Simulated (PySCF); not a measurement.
# Ways to converge the SCF of InN⁻

Do solver options change the result for InN⁻, or only the number of cycles?

Computed with PySCF 2.14.0. Level: method and basis as typed in the scripts.

5 further runs of the same task are left out: 5 that didn't finish.

### Step 1. Where the work starts

InN⁻: 2 atoms, charge -1, spin multiplicity 2.

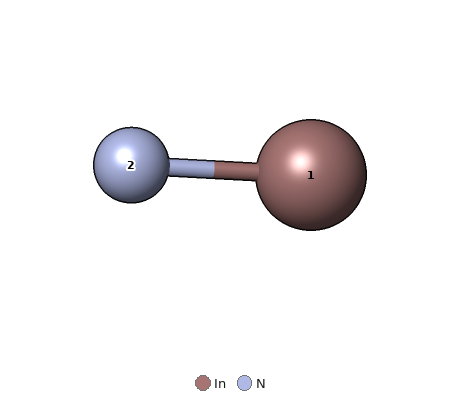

The starting geometry (indium brown, nitrogen light blue); atoms are numbered from 1 in the order of the file.

### Step 2. Base script

Contents of input.py:

```python
from pyscf import gto, scf, mp

mol = gto.M(
    atom='In 0 0 0; N 0 0 1.931',
    basis='def2-svpd',
    ecp={'In': 'def2-svpd'},
    charge=-1,
    spin=1,
    verbose=4,
)
mf = scf.UHF(mol)
mf = mf.newton()
mf.kernel()
mp.MP2(mf, frozen=5).kernel()
mf.dip_moment()
print('orbital energies (hartree):', [e[max(0, n-3):n+3].round(4) for e, n in zip(mf.mo_energy, mol.nelec)])
```

The run is started by

```console
> python input.py
```

Its log is not repeated here.

In short: E(SCF) = -243.525234 Eh, 4 macro-iterations, E(MP2) − E(SCF) = -0.20301 Eh, ⟨S²⟩ = 1.878.

⟨S²⟩ = 1.88 against 0.75 for a pure state: the determinant is spin-contaminated. The bond length is a typed value, not an optimised one. The dipole of an ion depends on the origin.

### Step 3. DIIS space 4

Variant 1 changes DIIS space: default → 4.

Changes to input.py since step 2:

```diff
@@ -11,2 +11,3 @@
 mf = scf.UHF(mol)
+mf.diis_space = 4
 mf = mf.newton()
```

The run is started by

```console
> python input.py
```

Output:

```text
PySCF version 2.14.0

[INPUT] verbose = 4
[INPUT] num. atoms = 2
[INPUT] num. electrons = 29
[INPUT] charge = -1
[INPUT] spin (= nelec alpha-beta = 2S) = 1
[INPUT] symmetry False subgroup None
[INPUT] Mole.unit = angstrom
[INPUT] Symbol           X                Y                Z      unit          X                Y                Z       unit  Magmom
[INPUT]  1 In     0.000000000000   0.000000000000   0.000000000000 AA    0.000000000000   0.000000000000   0.000000000000 Bohr   0.0
[INPUT]  2 N      0.000000000000   0.000000000000   1.931000000000 AA    0.000000000000   0.000000000000   3.649061146535 Bohr   0.0

nuclear repulsion = 40.2843345444019
number of shells = 20
number of NR pGTOs = 97
number of NR cGTOs = 52
basis = def2-svpd
ecp = {'In': 'def2-svpd'}

******** <class 'pyscf.soscf.newton_ah.SecondOrderUHF'> ********
method = SecondOrderUHF
initial guess = minao
damping factor = 0
level_shift factor = 0
DIIS = <class 'pyscf.scf.diis.CDIIS'>
diis_start_cycle = 1
diis_space = 4
diis_damp = 0
SCF conv_tol = 1e-09
SCF conv_tol_grad = None
SCF max_cycles = 50
direct_scf = True
direct_scf_tol = 1e-13
number electrons alpha = 15  beta = 14
******** <class 'pyscf.scf.uhf.UHF'> Newton solver flags ********
SCF tol = 1e-09
conv_tol_grad = None
max. SCF cycles = 50
direct_scf = True
direct_scf_tol = 1e-13
max_cycle_inner = 12
max_stepsize = 0.05
ah_start_tol = 1e+09
ah_level_shift = 0
ah_conv_tol = 1e-12
ah_lindep = 1e-14
ah_start_cycle = 1
ah_max_cycle = 40
ah_grad_trust_region = 2.5
kf_interval = 4
kf_trust_region = 5
canonicalization = True
Set conv_tol_grad to 3.16228e-05
[... the frontier-level lines of each cycle are left out ...]

Initial guess E= -243.046480517554  |g|= 0.905818
macro= 0  E= -243.495071216925  delta_E= -0.448591  |g|= 0.209717  3 KF 18 JK
macro= 1  E= -243.525233896901  delta_E= -0.0301627  |g|= 0.00173914  5 KF 18 JK
macro= 2  E= -243.525234465672  delta_E= -5.68771e-07  |g|= 0.000130326  2 KF 10 JK
macro= 3  E= -243.525234465672  delta_E= 0  |g|= 1.01023e-05  1 KF 2 JK
Canonicalize SCF orbitals
macro X = 4  E=-243.525234465672  |g|= 1.01023e-05  total 12 KF 53 JK
converged SCF energy = -243.525234465672  <S^2> = 1.8776922  2S+1 = 2.9173222

******** <class 'pyscf.mp.ump2.UMP2'> ********
nocc = (np.int64(10), np.int64(9)), nmo = (47, 47)
frozen orbitals 5
E(UMP2) = -243.728247685296  E_corr = -0.203013219624047
E(SCS-UMP2) = -243.712736935945  E_corr = -0.18750247027324
E_corr(same-spin) = -0.0647462230103273
E_corr(oppo-spin) = -0.13826699661372

WARN: System has nonzero charge -1; the dipole moment is origin-dependent.
Location of origin: [0. 0. 0.]

Dipole moment(X, Y, Z, Debye):  0.00000, -0.00000, -3.12462
orbital energies (hartree): [array([-0.3098, -0.3098, -0.1171,  0.2043,  0.2334,  0.2334]), array([-0.173 , -0.0424, -0.0424,  0.1781,  0.2349,  0.239 ])]
```

Run time: 1.2 s. Hardware: 1 thread, shared host.

Outcome: E(SCF) = -243.525234 Eh (no change), 4 macro-iterations, E(MP2) − E(SCF) = -0.20301 Eh, ⟨S²⟩ = 1.878.

### Step 4. Initial guess 1e

Variant 2 changes initial guess: minao → 1e.

Changes to input.py since step 2:

```diff
@@ -11,2 +11,3 @@
 mf = scf.UHF(mol)
+mf.init_guess = '1e'
 mf = mf.newton()
```

The run is started by

```console
> python input.py
```

Output:

```text
[... 22 set-up lines left out, the same as in an earlier log ...]
initial guess = 1e
[... 4 set-up lines left out, the same as in an earlier log ...]
diis_space = 8
[... 26 set-up lines left out, the same as in an earlier log ...]
Initial guess from hcore.
[... the frontier-level lines of each cycle are left out ...]
[... 1 set-up line left out, the same as in an earlier log ...]
[... 1 set-up line left out, the same as in an earlier log ...]
[... 1 set-up line left out, the same as in an earlier log ...]
[... 1 set-up line left out, the same as in an earlier log ...]
Initial guess E= -231.915418572326  |g|= 2.13982
macro= 0  E= -236.795069483629  delta_E= -4.87965  |g|= 2.53103  3 KF 15 JK
macro= 1  E= -241.579407274486  delta_E= -4.78434  |g|= 1.40698  3 KF 15 JK
macro= 2  E= -243.031075860912  delta_E= -1.45167  |g|= 0.547181  3 KF 16 JK
macro= 3  E= -243.479900272033  delta_E= -0.448824  |g|= 0.144032  4 KF 18 JK
macro= 4  E= -243.491675784633  delta_E= -0.0117755  |g|= 0.0168045  4 KF 25 JK
macro= 5  E= -243.506241807802  delta_E= -0.014566  |g|= 0.00383032  4 KF 15 JK
macro= 6  E= -243.506250082232  delta_E= -8.27443e-06  |g|= 2.20402e-05  3 KF 14 JK
macro= 7  E= -243.506250082232  delta_E= -5.68434e-14  |g|= 9.79366e-06  1 KF 2 JK
Canonicalize SCF orbitals
macro X = 8  E=-243.506250082232  |g|= 9.79366e-06  total 26 KF 129 JK
converged SCF energy = -243.506250082232  <S^2> = 2.3972568  2S+1 = 3.2540786

******** <class 'pyscf.mp.ump2.UMP2'> ********
nocc = (np.int64(10), np.int64(9)), nmo = (47, 47)
frozen orbitals 5
E(UMP2) = -243.687304454405  E_corr = -0.181054372173724
E(SCS-UMP2) = -243.672505495191  E_corr = -0.166255412959243
E_corr(same-spin) = -0.0588575003644905
E_corr(oppo-spin) = -0.122196871809233

WARN: System has nonzero charge -1; the dipole moment is origin-dependent.
Location of origin: [0. 0. 0.]

Dipole moment(X, Y, Z, Debye): -0.00000,  0.00000, -3.40629
orbital energies (hartree): [array([-0.1454, -0.0458, -0.0458,  0.1888,  0.2408,  0.2408]), array([-0.2991, -0.2991, -0.2467,  0.1573,  0.2365,  0.2585])]
```

Run time: 1.8 s. Hardware: 1 thread, shared host.

This run: E(SCF) = -243.506250 Eh (+0.5166 eV from the base), 8 macro-iterations, E(MP2) − E(SCF) = -0.18105 Eh, ⟨S²⟩ = 2.397.

⟨S²⟩ = 2.40 against 0.75 for a pure state: the determinant is spin-contaminated.

### Step 5. DIIS space 20

Variant 3 changes DIIS space: default → 20.

Changes to input.py since step 2:

```diff
@@ -11,2 +11,3 @@
 mf = scf.UHF(mol)
+mf.diis_space = 20
 mf = mf.newton()
```

The run is started by

```console
> python input.py
```

Output:

```text
[... 27 set-up lines left out, the same as in an earlier log ...]
diis_space = 20
[... 32 set-up lines left out, the same as in an earlier log ...]
macro= 0  E= -243.495071216925  delta_E= -0.448591  |g|= 0.209717  3 KF 18 JK
macro= 1  E= -243.525233896901  delta_E= -0.0301627  |g|= 0.00173914  5 KF 18 JK
macro= 2  E= -243.525234465672  delta_E= -5.68771e-07  |g|= 0.000130326  2 KF 10 JK
macro= 3  E= -243.525234465672  delta_E= 0  |g|= 1.01023e-05  1 KF 2 JK
Canonicalize SCF orbitals
macro X = 4  E=-243.525234465672  |g|= 1.01023e-05  total 12 KF 53 JK
converged SCF energy = -243.525234465672  <S^2> = 1.8776922  2S+1 = 2.9173222

******** <class 'pyscf.mp.ump2.UMP2'> ********
nocc = (np.int64(10), np.int64(9)), nmo = (47, 47)
frozen orbitals 5
E(UMP2) = -243.728247685296  E_corr = -0.203013219624047
E(SCS-UMP2) = -243.712736935945  E_corr = -0.18750247027324
E_corr(same-spin) = -0.0647462230103273
E_corr(oppo-spin) = -0.13826699661372

WARN: System has nonzero charge -1; the dipole moment is origin-dependent.
Location of origin: [0. 0. 0.]

Dipole moment(X, Y, Z, Debye):  0.00000, -0.00000, -3.12462
orbital energies (hartree): [array([-0.3098, -0.3098, -0.1171,  0.2043,  0.2334,  0.2334]), array([-0.173 , -0.0424, -0.0424,  0.1781,  0.2349,  0.239 ])]
```

It took 1.2 s on 1 thread, shared host.

Outcome: E(SCF) = -243.525234 Eh (no change), 4 macro-iterations, E(MP2) − E(SCF) = -0.20301 Eh, ⟨S²⟩ = 1.878.

### Step 6. Cycle limit 5

Variant 4 changes cycle limit: 50 → 5.

Changes to input.py since step 2:

```diff
@@ -11,2 +11,3 @@
 mf = scf.UHF(mol)
+mf.max_cycle = 5
 mf = mf.newton()
```

The run is started by

```console
> python input.py
```

Output:

```text
[... 31 set-up lines left out, the same as in an earlier log ...]
SCF max_cycles = 5
[... 6 set-up lines left out, the same as in an earlier log ...]
max. SCF cycles = 5
[... 21 set-up lines left out, the same as in an earlier log ...]
macro= 0  E= -243.495071216925  delta_E= -0.448591  |g|= 0.209717  3 KF 18 JK
macro= 1  E= -243.525233896901  delta_E= -0.0301627  |g|= 0.00173914  5 KF 18 JK
macro= 2  E= -243.525234465672  delta_E= -5.68771e-07  |g|= 0.000130326  2 KF 10 JK
macro= 3  E= -243.525234465672  delta_E= 0  |g|= 1.01023e-05  1 KF 2 JK
Canonicalize SCF orbitals
macro X = 4  E=-243.525234465672  |g|= 1.01023e-05  total 12 KF 53 JK
converged SCF energy = -243.525234465672  <S^2> = 1.8776922  2S+1 = 2.9173222

******** <class 'pyscf.mp.ump2.UMP2'> ********
nocc = (np.int64(10), np.int64(9)), nmo = (47, 47)
frozen orbitals 5
E(UMP2) = -243.728247685296  E_corr = -0.203013219624047
E(SCS-UMP2) = -243.712736935945  E_corr = -0.18750247027324
E_corr(same-spin) = -0.0647462230103273
E_corr(oppo-spin) = -0.13826699661372

WARN: System has nonzero charge -1; the dipole moment is origin-dependent.
Location of origin: [0. 0. 0.]

Dipole moment(X, Y, Z, Debye):  0.00000, -0.00000, -3.12462
orbital energies (hartree): [array([-0.3098, -0.3098, -0.1171,  0.2043,  0.2334,  0.2334]), array([-0.173 , -0.0424, -0.0424,  0.1781,  0.2349,  0.239 ])]
```

It took 1.2 s on 1 thread, shared host.

This run: E(SCF) = -243.525234 Eh (no change), 4 macro-iterations, E(MP2) − E(SCF) = -0.20301 Eh, ⟨S²⟩ = 1.878.

### Step 7. Convergence threshold 1e-07 hartree

Variant 5 changes convergence threshold: default → 1e-07 hartree.

Changes to input.py since step 2:

```diff
@@ -11,2 +11,3 @@
 mf = scf.UHF(mol)
+mf.conv_tol = 1e-07
 mf = mf.newton()
```

The run is started by

```console
> python input.py
```

Output:

```text
[... 29 set-up lines left out, the same as in an earlier log ...]
SCF conv_tol = 1e-07
[... 6 set-up lines left out, the same as in an earlier log ...]
SCF tol = 1e-07
[... 16 set-up lines left out, the same as in an earlier log ...]
Set conv_tol_grad to 0.000316228
[... 6 set-up lines left out, the same as in an earlier log ...]
macro= 0  E= -243.495071216925  delta_E= -0.448591  |g|= 0.209717  3 KF 18 JK
macro= 1  E= -243.525234426647  delta_E= -0.0301632  |g|= 0.000506068  5 KF 20 JK
macro= 2  E= -243.525234427  delta_E= -3.53339e-10  |g|= 9.54542e-05  1 KF 2 JK
Canonicalize SCF orbitals
macro X = 3  E=-243.525234427  |g|= 9.54542e-05  total 10 KF 44 JK
converged SCF energy = -243.525234427  <S^2> = 1.8770095  2S+1 = 2.9168541

******** <class 'pyscf.mp.ump2.UMP2'> ********
nocc = (np.int64(10), np.int64(9)), nmo = (47, 47)
frozen orbitals 5
E(UMP2) = -243.72826504287  E_corr = -0.203030615870162
E(SCS-UMP2) = -243.712756380945  E_corr = -0.187521953944824
E_corr(same-spin) = -0.0647478289608117
E_corr(oppo-spin) = -0.13828278690935

WARN: System has nonzero charge -1; the dipole moment is origin-dependent.
Location of origin: [0. 0. 0.]

Dipole moment(X, Y, Z, Debye):  0.00000, -0.00000, -3.12543
orbital energies (hartree): [array([-0.3097, -0.3097, -0.1171,  0.2043,  0.2334,  0.2334]), array([-0.173 , -0.0424, -0.0424,  0.1781,  0.2349,  0.239 ])]
```

Run time: 1.1 s. Hardware: 1 thread, shared host.

This run: E(SCF) = -243.525234 Eh (no change), 3 macro-iterations, E(MP2) − E(SCF) = -0.20303 Eh, ⟨S²⟩ = 1.877.

### Step 8. DIIS space off

Variant 6 changes DIIS space: default → off.

Changes to input.py since step 2:

```diff
@@ -11,2 +11,3 @@
 mf = scf.UHF(mol)
+mf.diis = False
 mf = mf.newton()
```

The run is started by

```console
> python input.py
```

Output:

```text
[... 25 set-up lines left out, the same as in an earlier log ...]
DIIS disabled
[... 31 set-up lines left out, the same as in an earlier log ...]
macro= 0  E= -243.495071216925  delta_E= -0.448591  |g|= 0.209717  3 KF 18 JK
macro= 1  E= -243.525233896901  delta_E= -0.0301627  |g|= 0.00173914  5 KF 18 JK
macro= 2  E= -243.525234465672  delta_E= -5.68771e-07  |g|= 0.000130326  2 KF 10 JK
macro= 3  E= -243.525234465672  delta_E= 0  |g|= 1.01023e-05  1 KF 2 JK
Canonicalize SCF orbitals
macro X = 4  E=-243.525234465672  |g|= 1.01023e-05  total 12 KF 53 JK
converged SCF energy = -243.525234465672  <S^2> = 1.8776922  2S+1 = 2.9173222

******** <class 'pyscf.mp.ump2.UMP2'> ********
nocc = (np.int64(10), np.int64(9)), nmo = (47, 47)
frozen orbitals 5
E(UMP2) = -243.728247685296  E_corr = -0.203013219624047
E(SCS-UMP2) = -243.712736935945  E_corr = -0.18750247027324
E_corr(same-spin) = -0.0647462230103273
E_corr(oppo-spin) = -0.13826699661372

WARN: System has nonzero charge -1; the dipole moment is origin-dependent.
Location of origin: [0. 0. 0.]

Dipole moment(X, Y, Z, Debye):  0.00000, -0.00000, -3.12462
orbital energies (hartree): [array([-0.3098, -0.3098, -0.1171,  0.2043,  0.2334,  0.2334]), array([-0.173 , -0.0424, -0.0424,  0.1781,  0.2349,  0.239 ])]
```

Wall time 1.2 s (1 thread, shared host).

Outcome: E(SCF) = -243.525234 Eh (no change), 4 macro-iterations, E(MP2) − E(SCF) = -0.20301 Eh, ⟨S²⟩ = 1.878.

### Step 9. All runs together

| run | E(SCF) (hartree) | from base (eV) | cycles | gap, α spin (eV) | after the SCF |
| --- | --- | --- | --- | --- | --- |
| base | -243.525234 | 0 | 4 macro | 8.75 | MP2 correlation -5.524 eV, core frozen |
| DIIS space 4 | -243.525234 | 0.0000 | 4 macro | 8.75 | MP2 correlation -5.524 eV, core frozen |
| initial guess 1e | -243.506250 | +0.5166 | 8 macro | 6.38 | MP2 correlation -4.927 eV, core frozen |
| DIIS space 20 | -243.525234 | 0.0000 | 4 macro | 8.75 | MP2 correlation -5.524 eV, core frozen |
| cycle limit 5 | -243.525234 | 0.0000 | 4 macro | 8.75 | MP2 correlation -5.524 eV, core frozen |
| convergence threshold 1e-07 hartree | -243.525234 | 0.0000 | 3 macro | 8.75 | MP2 correlation -5.525 eV, core frozen |
| DIIS space off | -243.525234 | 0.0000 | 4 macro | 8.75 | MP2 correlation -5.524 eV, core frozen |

Wall time on 1 thread, shared host, start-up included: base 1.2 s; DIIS space 4 1.2 s; initial guess 1e 1.8 s; DIIS space 20 1.2 s; cycle limit 5 1.2 s; convergence threshold 1e-07 hartree 1.1 s; DIIS space off 1.2 s.

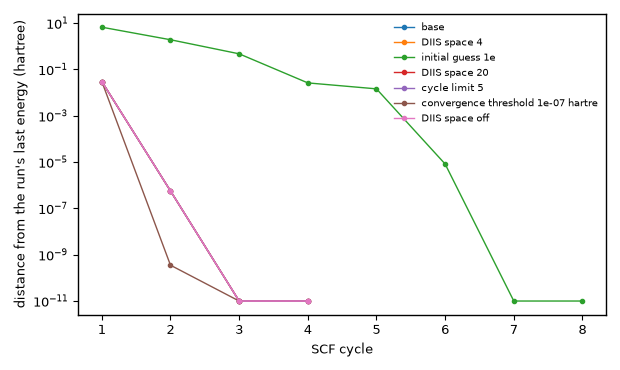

Convergence of the SCF energy, run by run.

**Reading.** No change of the SCF energy comes from DIIS space 4 or DIIS space 20 or cycle limit 5 or convergence threshold 1e-07 hartree or DIIS space off. With initial guess 1e the SCF ends in another solution, 0.52 eV higher: the path to self-consistency decides the state here. The cycles with DIIS space 4 or DIIS space 20 or DIIS space off repeat those of the base digit for digit, so the setting never acted.
